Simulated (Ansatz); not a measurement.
# HfSi2B2: one candidate of a structure search, part 2 of 2

The task: take a trial cell of HfSi2B2 to zero force and stress.

Ansatz 0.2.0; DFT PBE, scalar-relativistic, plane waves, PAW. The steps go on from the part before.

## (4) Final relaxation

The end of the coarse run is made exact in the group found at a tolerance of 0.06 Å and reduced to its primitive cell.

input.yaml reads:

```yaml
crystal:
  lattice:
    - [4.3222103168, 0.0, 0.0]
    - [-2.1611051584, 3.7431439348, 0.0]
    - [0.0, 0.0, 4.6511206152]
  atoms:
    - { symbol: Hf, position: [0.0, 0.0, 0.0] }
    - { symbol: Si, position: [0.6666666667, 0.3333333333, 0.0] }
    - { symbol: Si, position: [0.6666666667, 0.3333333333, 0.5] }
    - { symbol: B, position: [0.3333333333, 0.6666666667, 0.3212344924] }
    - { symbol: B, position: [0.3333333333, 0.6666666667, 0.6787655076] }
basis:
  ecutwfc: 420
kpoints:
  mp_grid: { grid: [12, 12, 8] }
hamiltonian:
  xc: pbe
scf:
  occupations: { method: gaussian, width: 0.1 }
output:
  forces: true
  stress: true
  eigenvalues: true
  write_density: true
  write_potential: true
  elf: true
  volumetric_format: npy
relax:
  adjacent_minimum: "off"
  f_tol: 0.01
  max_steps: 80
  cell: { stress_tol: 0.05 }
```

Launch:

```bash
> ansatz run input.yaml --threads 1 --pin off --max-ram 2560MiB --backend cpu --events-out ev --progress --plain --runs-dir out
```

Log:

```text
Warning: RAYON_NUM_THREADS=1 ignored (pool sized by the plan → 1); use --threads N
Engine: ansatz 0.2.0, x86_64-unknown-linux-gnu
Pseudopotentials: kind: paw
Pseudopotential: Hf, paw, valence charge 26, recommended cutoff 420 eV (normal), Hf.paw.azcp
Pseudopotential: Si, paw, valence charge 4, recommended cutoff 420 eV (normal), Si.paw.azcp
Pseudopotential: B, paw, valence charge 3, recommended cutoff 420 eV (normal), B.paw.azcp
Functional definition: PBE
  parameter kappa = 0.804
  parameter beta = 0.06672455060314922
  exchange = pbe_x(kappa = kappa, mu = beta*pi^2/3)
  correlation = pbe_c(beta = beta)
Crystal: 5 atoms, lattice volume = 75.249 Å³
Basis set: ecut = 420 eV, 1485 PW (Γ), exchange–correlation on 60×60×64 points (8 copies of the dense FFT grid, shifted against one another)
Bands: 25, of which v1, the nominal top of the filled ones, is band 20 counted from 1 (19 counted from 0)
Symmetry: 12 space group operations
Space group: P-6m2 (ITA 187), of the structure as read, at distance tolerance 4.2e-5 Å
k-points: 95 of 1152 (time reversal used)
Non-local potential: Hf, projectors of the file, l = 0: 3, l = 1: 2, l = 2: 2, l = 3: 3
Non-local potential: Si, projectors of the file, l = 0: 2, l = 1: 2, l = 2: 2
Non-local potential: B, projectors of the file, l = 0: 2, l = 1: 2, l = 2: 1
PAW form: soft (Blöchl's): semilocal exchange-correlation on the pseudo side does not see the compensation charge
PAW one-centre angular grid: Hf, 590 points (default); XC on 64 Gauss nodes
PAW one-centre angular grid: Si, 110 points (default); XC on 64 Gauss nodes
PAW one-centre angular grid: B, 110 points (default); XC on 64 Gauss nodes
Initial density: superposition of atomic densities (neutral atoms: chi_scale 0, normalization atom), corrected by the library's trained network
Initial wavefunctions: pseudopotential atomic-orbital guess
Functional: x = pbe(κ = 0.804, μ = 0.2195149727645171), c = pbe(β = 0.06672455060314922)
SCF iter   1: F=—  HF=-17299.195490 eV  |F-HF|=—  |Δ(HF+E_count)|=         —  Δρ=5.46e-3  dr2=4.68e-2  ethr=1.77e-3  ⟨swp⟩=5.1  Hψ=10142  notcnv=0
preconditioner: auto → Kerker (q_TF=auto, 2.456 Å⁻¹)  [metal: Δε(μ)=0.017 eV  Ē_g=9.633 eV  σ=0.100 eV  W_gap=0.09  n_scr=20 (ndim 8)  ℏωp=24.2 eV  f_vac=0.000  D(μ)=3.47/eV (n_scr^D=22)]
SCF iter   2: F=—  HF=-17299.189177 eV  |F-HF|=—  |Δ(HF+E_count)|=   6.31e-3  Δρ=2.74e-3  dr2=1.01e-2  ethr=1.17e-4  ⟨swp⟩=1.0  Hψ=3135  notcnv=0
SCF iter   3: F=—  HF=-17299.188520 eV  |F-HF|=—  |Δ(HF+E_count)|=   6.57e-4  Δρ=9.91e-4  dr2=9.44e-4  ethr=2.53e-5  ⟨swp⟩=2.0  Hψ=3864  notcnv=0
SCF iter   4: F=—  HF=-17299.187917 eV  |F-HF|=—  |Δ(HF+E_count)|=   6.03e-4  Δρ=5.23e-4  dr2=2.79e-4  ethr=2.36e-6  ⟨swp⟩=2.0  Hψ=4259  notcnv=0
SCF iter   5: F=—  HF=-17299.187889 eV  |F-HF|=—  |Δ(HF+E_count)|=   2.82e-5  Δρ=1.68e-4  dr2=3.67e-5  ethr=6.98e-7  ⟨swp⟩=2.1  Hψ=3026  notcnv=0
SCF iter   6: F=—  HF=-17299.187887 eV  |F-HF|=—  |Δ(HF+E_count)|=   1.10e-6  Δρ=4.63e-5  dr2=2.84e-6  ethr=9.17e-8  ⟨swp⟩=2.5  Hψ=4198  notcnv=0
SCF iter   7: F=—  HF=-17299.187888 eV  |F-HF|=—  |Δ(HF+E_count)|=   2.90e-8  Δρ=1.03e-5  dr2=1.07e-7  ethr=7.09e-9  ⟨swp⟩=2.0  Hψ=3870  notcnv=0
SCF iter   8: F=-17299.187888 eV  HF=-17299.187888 eV  |F-HF|=2.17e-9  |Δ(HF+E_count)|=   3.34e-8  Δρ=2.95e-6  dr2=6.79e-9  ethr=2.50e-10  ⟨swp⟩=8.4  Hψ=14497  notcnv=0
SCF 1 converged in 8 iterations: F = -17299.187888 eV  dr2 = 6.79e-9
relax step   1: F+E_penalty+E_count = -17299.18788756 eV  Δ(F+E_penalty+E_count) = +0.000e0 eV  max|allowed force component| = 3.757e-2 eV/Å  Δτ_max = 0.0000 Å  P = -0.106 GPa  Ω = 75.249 Å³  (8 SCF iters, dr2 threshold 1.00e-7 eV, accepted)
Crystal: 5 atoms, lattice volume = 74.976 Å³
Basis set: ecut = 420 eV, 1473 PW (Γ), exchange–correlation on 60×60×64 points (8 copies of the dense FFT grid, shifted against one another)
Initial density: handed on by an earlier stage of this run
Initial wavefunctions: those handed on with the density
iter 1 solved again at ethr=1.70e-6 eV; its pass at ethr=3.10e-3 eV (dr2=6.82e-4 eV) is discarded
SCF iter   1: F=—  HF=-17299.190362 eV  |F-HF|=—  |Δ(HF+E_count)|=         —  Δρ=7.00e-4  dr2=7.75e-4  ethr=1.70e-6  ⟨swp⟩=2.0  Hψ=12343  notcnv=0
preconditioner: auto → Kerker (q_TF=auto, 2.457 Å⁻¹)  [metal: Δε(μ)=0.023 eV  Ē_g=9.607 eV  σ=0.100 eV  W_gap=0.13  n_scr=20 (ndim 8)  ℏωp=24.3 eV  f_vac=0.000  D(μ)=3.46/eV (n_scr^D=22)]
SCF iter   2: F=—  HF=-17299.190231 eV  |F-HF|=—  |Δ(HF+E_count)|=   1.31e-4  Δρ=3.63e-4  dr2=1.80e-4  ethr=1.70e-6  ⟨swp⟩=1.5  Hψ=2444  notcnv=0
SCF iter   3: F=—  HF=-17299.190196 eV  |F-HF|=—  |Δ(HF+E_count)|=   3.51e-5  Δρ=8.08e-5  dr2=7.76e-6  ethr=4.50e-7  ⟨swp⟩=2.8  Hψ=3942  notcnv=0
SCF iter   4: F=—  HF=-17299.190194 eV  |F-HF|=—  |Δ(HF+E_count)|=   2.14e-6  Δρ=4.72e-5  dr2=1.96e-6  ethr=1.94e-8  ⟨swp⟩=2.0  Hψ=4288  notcnv=0
SCF iter   5: F=-17299.190193 eV  HF=-17299.190193 eV  |F-HF|=8.40e-8  |Δ(HF+E_count)|=   8.10e-7  Δρ=1.80e-5  dr2=3.48e-7  ethr=1.25e-9  ⟨swp⟩=9.3  Hψ=20339  notcnv=0
SCF 2 converged in 5 iterations: F = -17299.190193 eV  dr2 = 3.48e-7
relax step   2: F+E_penalty+E_count = -17299.19019265 eV  Δ(F+E_penalty+E_count) = -2.305e-3 eV  max|allowed force component| = 1.846e-2 eV/Å  Δτ_max = 0.0015 Å  P = +0.211 GPa  Ω = 74.976 Å³  energy of the carried Pulay correction = +1.385e-4 eV  (5 SCF iters, dr2 threshold 5.00e-7 eV, accepted)
Crystal: 5 atoms, lattice volume = 75.507 Å³
iter 1 solved again at ethr=2.65e-6 eV; its pass at ethr=3.10e-3 eV (dr2=1.06e-3 eV) is discarded
SCF iter   1: F=—  HF=-17299.191339 eV  |F-HF|=—  |Δ(HF+E_count)|=         —  Δρ=1.31e-3  dr2=1.31e-3  ethr=2.65e-6  ⟨swp⟩=2.2  Hψ=12615  notcnv=0
preconditioner: auto → Kerker (q_TF=auto, 2.454 Å⁻¹)  [metal: Δε(μ)=0.006 eV  Ē_g=9.596 eV  σ=0.100 eV  W_gap=0.03  n_scr=20 (ndim 8)  ℏωp=24.2 eV  f_vac=0.000  D(μ)=3.26/eV (n_scr^D=22)]
SCF iter   2: F=—  HF=-17299.191109 eV  |F-HF|=—  |Δ(HF+E_count)|=   2.31e-4  Δρ=7.78e-4  dr2=4.40e-4  ethr=2.65e-6  ⟨swp⟩=1.1  Hψ=2384  notcnv=0
SCF iter   3: F=—  HF=-17299.191009 eV  |F-HF|=—  |Δ(HF+E_count)|=   9.92e-5  Δρ=8.69e-5  dr2=7.52e-6  ethr=1.10e-6  ⟨swp⟩=2.0  Hψ=3134  notcnv=0
SCF iter   4: F=—  HF=-17299.191010 eV  |F-HF|=—  |Δ(HF+E_count)|=   1.03e-6  Δρ=4.95e-5  dr2=2.31e-6  ethr=1.88e-8  ⟨swp⟩=2.0  Hψ=4286  notcnv=0
SCF iter   5: F=—  HF=-17299.191008 eV  |F-HF|=—  |Δ(HF+E_count)|=   2.40e-6  Δρ=2.24e-5  dr2=6.28e-7  ethr=5.78e-9  ⟨swp⟩=2.0  Hψ=4282  notcnv=0
SCF iter   6: F=-17299.191008 eV  HF=-17299.191008 eV  |F-HF|=1.29e-8  |Δ(HF+E_count)|=   3.93e-8  Δρ=9.06e-6  dr2=1.18e-7  ethr=1.25e-9  ⟨swp⟩=8.1  Hψ=15084  notcnv=0
SCF 3 converged in 6 iterations: F = -17299.191008 eV  dr2 = 1.18e-7
relax step   3: F+E_penalty+E_count = -17299.19100806 eV  Δ(F+E_penalty+E_count) = -8.154e-4 eV  max|allowed force component| = 1.813e-2 eV/Å  Δτ_max = 0.0074 Å  P = -0.363 GPa  Ω = 75.507 Å³  energy of the carried Pulay correction = -1.306e-4 eV  (6 SCF iters, dr2 threshold 5.00e-7 eV, accepted)
Crystal: 5 atoms, lattice volume = 75.194 Å³
iter 1 solved again at ethr=3.32e-7 eV; its pass at ethr=3.10e-3 eV (dr2=1.33e-4 eV) is discarded
SCF iter   1: F=—  HF=-17299.191553 eV  |F-HF|=—  |Δ(HF+E_count)|=         —  Δρ=3.17e-4  dr2=1.37e-4  ethr=3.32e-7  ⟨swp⟩=2.0  Hψ=12306  notcnv=0
preconditioner: auto → Kerker (q_TF=auto, 2.456 Å⁻¹)  [metal: Δε(μ)=0.015 eV  Ē_g=9.605 eV  σ=0.100 eV  W_gap=0.09  n_scr=20 (ndim 8)  ℏωp=24.2 eV  f_vac=0.000  D(μ)=3.29/eV (n_scr^D=22)]
SCF iter   2: F=—  HF=-17299.191541 eV  |F-HF|=—  |Δ(HF+E_count)|=   1.20e-5  Δρ=1.78e-4  dr2=3.82e-5  ethr=3.32e-7  ⟨swp⟩=1.2  Hψ=2398  notcnv=0
SCF iter   3: F=—  HF=-17299.191531 eV  |F-HF|=—  |Δ(HF+E_count)|=   1.03e-5  Δρ=4.34e-5  dr2=2.99e-6  ethr=9.55e-8  ⟨swp⟩=3.0  Hψ=4248  notcnv=0
SCF iter   4: F=—  HF=-17299.191530 eV  |F-HF|=—  |Δ(HF+E_count)|=   8.55e-7  Δρ=2.46e-5  dr2=7.66e-7  ethr=1.25e-9  ⟨swp⟩=10.5  Hψ=22153  notcnv=0
SCF iter   5: F=-17299.191530 eV  HF=-17299.191530 eV  |F-HF|=3.51e-8  |Δ(HF+E_count)|=   3.19e-7  Δρ=1.07e-5  dr2=1.77e-7  ethr=1.25e-9  ⟨swp⟩=8.9  Hψ=17032  notcnv=0
SCF 4 converged in 5 iterations: F = -17299.191530 eV  dr2 = 1.77e-7
  Residual-converged pass: ⟨swp⟩=1.0  Hψ=2757  notcnv=0  max |occ|·‖R‖ = 7.0e-9 eV (tolerance 1.0e-8 eV)  dr2=1.77e-7  dr2_onsite=1.76e-9  max |Δocc| = 1.7e-10
relax step   4: F+E_penalty+E_count = -17299.19152960 eV  Δ(F+E_penalty+E_count) = -5.215e-4 eV  max|allowed force component| = 6.651e-3 eV/Å  Δτ_max = 0.0016 Å  P = -0.012 GPa  Ω = 75.194 Å³  energy of the carried Pulay correction = +2.804e-5 eV  (5 SCF iters, dr2 threshold 5.00e-7 eV, accepted)
Initial wavefunctions: pseudopotential atomic-orbital guess (no wavefunctions were taken with the density)
iter 1 solved again at ethr=1.75e-7 eV; its pass at ethr=3.10e-3 eV (dr2=6.98e-5 eV) is discarded
SCF iter   1: F=—  HF=-17299.191567 eV  |F-HF|=—  |Δ(HF+E_count)|=         —  Δρ=2.42e-5  dr2=2.11e-7  ethr=1.75e-7  ⟨swp⟩=3.0  Hψ=16118  notcnv=0
preconditioner: auto → Kerker (q_TF=auto, 2.456 Å⁻¹)  [metal: Δε(μ)=0.015 eV  Ē_g=9.604 eV  σ=0.100 eV  W_gap=0.08  n_scr=20 (ndim 8)  ℏωp=24.2 eV  f_vac=0.000  D(μ)=3.29/eV (n_scr^D=22)]
SCF iter   2: F=—  HF=-17299.191576 eV  |F-HF|=—  |Δ(HF+E_count)|=   9.23e-6  Δρ=1.40e-5  dr2=1.13e-7  ethr=5.27e-10  ⟨swp⟩=2.0  Hψ=3895  notcnv=0
SCF iter   3: F=—  HF=-17299.191576 eV  |F-HF|=—  |Δ(HF+E_count)|=   7.63e-8  Δρ=3.34e-6  dr2=1.54e-8  ethr=2.82e-10  ⟨swp⟩=2.0  Hψ=2943  notcnv=0
SCF iter   4: F=—  HF=-17299.191576 eV  |F-HF|=—  |Δ(HF+E_count)|=  4.22e-10  Δρ=1.82e-6  dr2=1.79e-9  ethr=3.84e-11  ⟨swp⟩=2.0  Hψ=2727  notcnv=0
SCF iter   5: F=-17299.191576 eV  HF=-17299.191576 eV  |F-HF|=1.09e-11  |Δ(HF+E_count)|=   1.37e-9  Δρ=1.68e-7  dr2=2.78e-11  ethr=1.00e-12  ⟨swp⟩=5.2  Hψ=12800  notcnv=0
SCF 5 converged in 5 iterations: F = -17299.191576 eV  dr2 = 2.78e-11
relax step   5: F+E_penalty+E_count = -17299.19157613 eV  Δ(F+E_penalty+E_count) = -4.653e-5 eV  max|allowed force component| = 6.541e-3 eV/Å  Δτ_max = 0.0000 Å  P = -0.011 GPa  Ω = 75.194 Å³  stress off target by 1.73e-2 GPa  SCF on the basis re-selected at this cell (its energy is not comparable with the rows above)  (5 SCF iters)
basis re-selected at this cell: Δ(F+E_penalty+E_count) = -4.653e-5 eV, ΔP = +0.001 GPa vs the last step (what re-selecting the basis moved, of the pressure what is left beyond the Pulay correction that the steps carried, after the strain that the cell walked since its last selection, with what the two solves' SCF thresholds leave and, on support functions, any second-order correction that the steps lacked; it is no measure of the basis error at this ecutwfc). This SCF's stress stands 1.73e-2 GPa from its target on what of the cell is left free (relax.cell.stress_tol is 5.00e-2 GPa) and its largest allowed force component is 6.54e-3 eV/Å (relax.f_tol is 1.00e-2 eV/Å): within both
SCF converged after 5 iterations
Free energy (F): -17299.191576 eV
Harris-Foulkes:  -17299.191576 eV  (|F-HF|=1.09e-11)
Internal energy: -17299.175135 eV  (E = F + TS)
E sigma→0 (E₀):  -17299.183356 eV
Entropy (-TS):   -0.016441 eV (-3.288 meV/atom)
Fermi energy:    11.515359 eV
--- Per-component energies (eV) ---
  E_band       = -106.610388
  E_kinetic    = 589.890021
  E_local      = -7193.999314  (includes V_loc(G=0)·N_el)
  E_nonlocal   = -1165.566760
  E_hartree    = 3340.844687
  E_xc         = -471.786421
  E_vxc        = -432.064494  (∫ρ·V_xc dr)
  E_paw        = -8109.106843  (= ΣΔE_a)
  E_vpaw       = 1413.440485  (= ΣTr[D̂ρ^β])
  E_aug_tail   = 0.000009  (compensation charges beyond the density's cutoff)
  E_ewald      = -4289.450514
  E_smearing   = -0.016441  (= −TS)
  E_closure    = 0.000000  (closes the sum)
  Σ components = -17299.191576   (vs F -17299.191576, Δ=0.00e0)
--- Forces (eV/Å), atoms counted from 1 ---
  atom   1  Hf    -0.00000000    -0.00000000     0.00000000
  atom   2  Si    -0.00000000    -0.00000000     0.00000000
  atom   3  Si     0.00000000    -0.00000000     0.00000000
  atom   4  B      0.00000000     0.00000000     0.00654147
  atom   5  B      0.00000000     0.00000000    -0.00654147
  max |Σ_I F_I| component: 3.15e-16 eV/Å
--- Stress (GPa, compression-positive) ---
       -0.007770       0.000000       0.000000
        0.000000      -0.007770       0.000000
        0.000000       0.000000      -0.017299
  P = ⅓ Tr σ = -0.0109 GPa (-0.109 kbar)
--- Band table (eV; the first three rows and the last of 95) ---
  k-point 0: bands = ["-50.7522", "-19.5989", "-19.3925", "-19.3925", "-0.9844", "-0.7931", "-0.7727", "-0.7727", "-0.7241", "-0.7241", "-0.6432", "-0.6226", "4.3135", "5.5406", "7.1383", "7.1383", "7.5541", "11.1824", "11.1824", "11.2049", "12.0163", "12.2709", "12.2709", "12.9042", "12.9042"]
  k-point 1: bands = ["-50.7522", "-19.5997", "-19.3925", "-19.3925", "-0.9038", "-0.7910", "-0.7726", "-0.7726", "-0.7243", "-0.7243", "-0.6431", "-0.6061", "3.6080", "6.0489", "7.2273", "7.2273", "7.9240", "10.7643", "10.8545", "10.8545", "11.9696", "11.9696", "12.3038", "12.9431", "12.9431"]
  k-point 2: bands = ["-50.7522", "-19.6015", "-19.3923", "-19.3923", "-0.8036", "-0.7723", "-0.7723", "-0.7351", "-0.7245", "-0.7245", "-0.6431", "-0.4691", "2.5576", "6.5300", "7.4900", "7.4900", "8.9779", "10.1055", "10.1845", "10.1845", "11.3062", "11.3062", "12.6665", "13.5444", "13.5444"]
  k-point 94: bands = ["-50.7515", "-19.5991", "-19.4227", "-19.4147", "-0.7881", "-0.7785", "-0.7745", "-0.7259", "-0.7237", "-0.6595", "-0.6520", "2.3699", "2.4151", "2.8136", "5.4692", "6.7680", "7.2578", "10.4835", "11.4249", "12.0854", "12.4910", "12.8620", "13.3557", "14.1391", "15.4114"]
--- Relaxed structure (4 steps of the walk, 4 accepted, 1 SCFs on fresh bases) ---
  F+E_penalty+E_count = -17299.19157613 eV   max|allowed force component| = 6.541e-3 eV/Å   (the final SCF, on the basis selected at the relaxed cell)
  cell:  # Å, volume = 75.1935 Å³
    - [4.297766562177834, 0.0, 0.0]
    - [-2.148883281088917, 3.7219750223813177, 0.0]
    - [0.0, 0.0, 4.700718597742985]
  atoms:
    - { symbol: Hf, position: [-4.27296006164523e-33, -7.69038898939948e-33, 0.0] }
    - { symbol: Si, position: [0.6666666666666665, 0.33333333333333326, 0.0] }
    - { symbol: Si, position: [0.6666666666666665, 0.33333333333333326, 0.4999999999999999] }
    - { symbol: B, position: [0.33333333333333326, 0.6666666666666665, 0.32280939672772274] }
    - { symbol: B, position: [0.33333333333333326, 0.6666666666666665, 0.6771906032722769] }
```

Wall time 78 s (1 thread of Intel Xeon Platinum 8488C (Sapphire Rapids), shared host); peak memory 0.51 GiB.

Step by step:

| step | energy from step 1 (eV/cell) | largest force component (eV/Å) | pressure (GPa) | volume (Å³) |
| --- | --- | --- | --- | --- |
| 1 | 0.0000 | 0.0376 | -0.11 | 75.25 |
| 2 | -0.0023 | 0.0185 | 0.21 | 74.98 |
| 3 | -0.0031 | 0.0181 | -0.36 | 75.51 |
| 4 | -0.0036 | 0.0067 | -0.01 | 75.19 |
| 5 | -0.0037 | 0.0065 | -0.01 | 75.19 |

Step 1 is the start. Step 5 repeats the geometry before it on a plane-wave basis chosen anew for that cell, so its energy need not be comparable with the rows above.

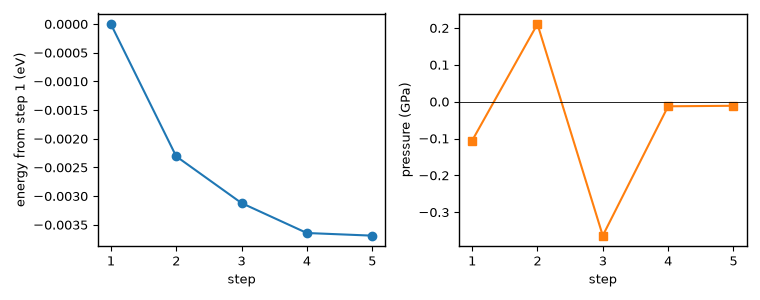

Energy and pressure along the relaxation.

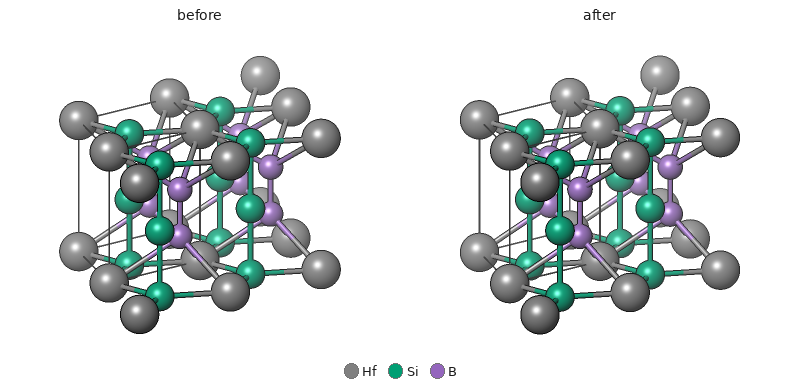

Before and after, at one scale. The change is too small to see at this scale.

|  | before | after | change |
| --- | --- | --- | --- |
| a (Å) | 4.322 | 4.298 | -0.6 % |
| b (Å) | 4.322 | 4.298 | -0.6 % |
| c (Å) | 4.651 | 4.701 | +1.1 % |
| volume (Å³/atom) | 15.05 | 15.04 | -0.1 % |
| shortest distance (Å) | 1.663 | 1.666 | +0.2 % |
| space group (0.01 Å) | P-6m2 | P-6m2 | same |

Forces and stress were held to the start's 12 operations: a distortion of lower symmetry was not tested.

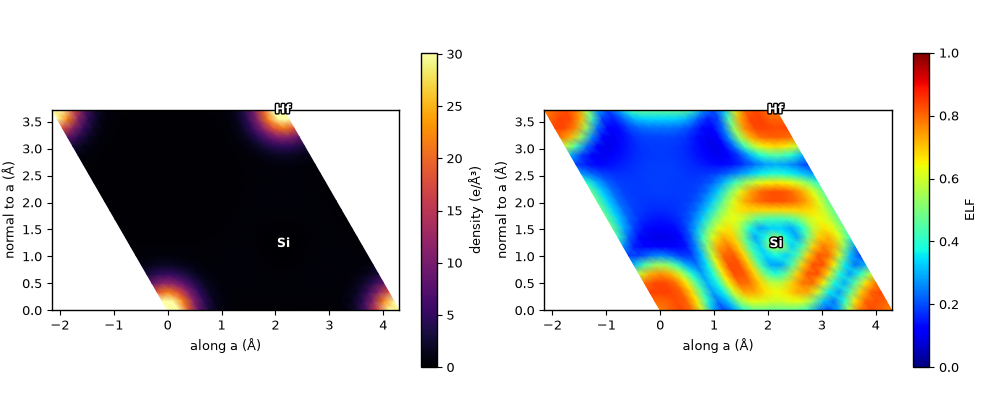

Density (left) and ELF (right) in a lattice plane of the grid's cell (edges 4.30 and 4.30 Å, at 0.000 of the third edge), which holds Hf and Si. Only atoms in the plane are labelled; the density scale stops at 30.11 e/Å³. Both are smooth fields of the valence electrons: close to the nuclei they are not physical.

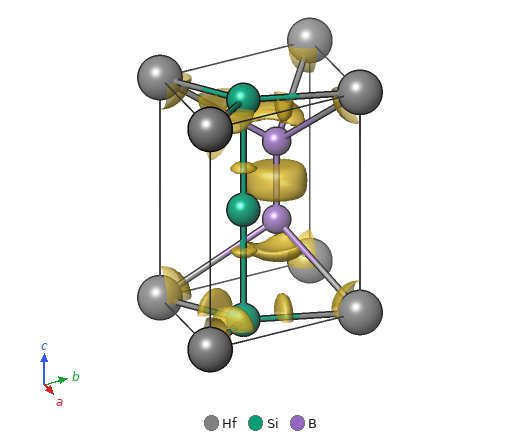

Surface of ELF = 0.77, drawn in one cell.

Outside the cores ELF peaks at 0.94 on the B–B line, 0.8 Å from B; 0.83 on the Si–Hf line, 1.0 Å from Si; 0.83 in the shell around Si, 0.8 Å from Si.

## (5) Results

This closing draws on all 2 parts. Changes of volume or cell count from the first structure of part 1.

| quantity | value |
| --- | --- |
| symmetry at the end (tolerance 0.05 Å) | space group P-6m2 (No. 187) |
| conventional cell | a = 4.298 Å, b = 4.298 Å, c = 4.701 Å, α = 90.00°, β = 90.00°, γ = 120.00° |
| volume | 15.04 Å³/atom |
| energy over the elements | +1.13 eV/atom |
| gap on the mesh | none (metal) |

The space group P-6m2 (No. 187) is kept, and the volume per atom shrinks by 2.9 % from the first guess. With a positive formation energy it can't be a ground state. No finished test with a distortion of lower symmetry is shown, so the end may be a saddle point. The runs treat Hf without spin-orbit coupling.
